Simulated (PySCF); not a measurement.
Consider C$_{4}$H$_{8}$F$_{3}$PSSi.

Input

```
{"job": {"kind": "nmr", "xc": "PBE0", "basis": "pcSseg-1"}, "charge": 0, "multiplicity": 1}
F      2.515599     2.026247    -0.679445
C      2.089406     1.040399     0.111562
F      3.134234     0.572717     0.796525
F      1.249335     1.588531     1.002625
P      1.276960    -0.348673    -0.914749
S      2.473733    -1.141758    -2.198659
C     -0.414443     0.321642    -1.274126
C     -1.035448    -0.675427    -0.263131
Si    -2.189201     0.138553     1.019428
C      0.264694    -1.264324     0.340735
H     -0.728117     0.181093    -2.308462
H     -0.539059     1.372660    -1.010458
H     -1.567773    -1.458125    -0.806737
H     -2.616226    -0.917273     1.935917
H     -1.429449     1.172922     1.715103
H     -3.310432     0.712125     0.277248
H      0.462663    -0.967003     1.371258
H      0.354763    -2.347989     0.267046
```

Run with:

```sh
OMP_NUM_THREADS=1 python probes_run.py task.json out
```

Geometry: GFN2-xTB.

All numbers below come from PBE0/pcSseg-1, SCF density, gas phase, non-relativistic (PySCF 2.14.0).

### What can the converged electron density and electron localisation function tell about the bonding?

C–F (1.34 Å): ρ at the midpoint is about 2.4 e/Å³; the ELF peaks at about 0.85 between the atoms: a polar covalent bond.
C–Si (1.91 Å): ρ is about 0.91 e/Å³ halfway; the ELF peaks at about 0.95 between the atoms, as expected for a shared electron pair.
P–S (1.93 Å): ρ is about 1.2 e/Å³ halfway; the ELF peaks at about 0.85 between the atoms; localised, covalent bonding.
C–H (1.09 Å): the density is about 2 e/Å³ at the midpoint; the ELF climbs to about 1 towards the hydrogen, as it does in any bond to H (an ordinary covalent bond to hydrogen).

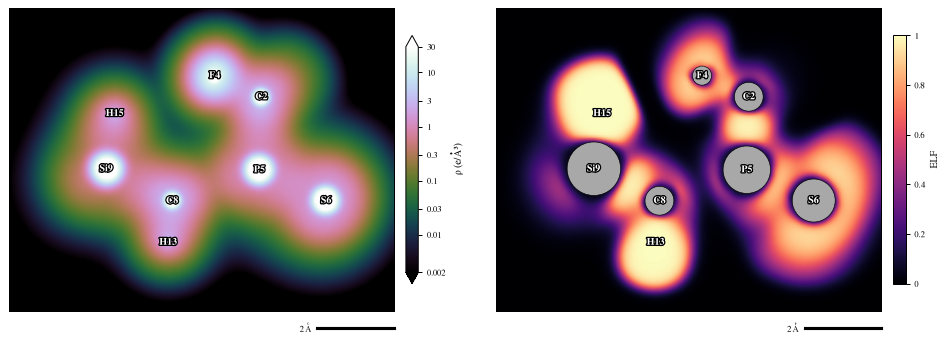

Computed electron density and electron localisation function on the plane of atoms F4, C2 and P5, in this order. Grey discs cover the atomic cores in the ELF map. 
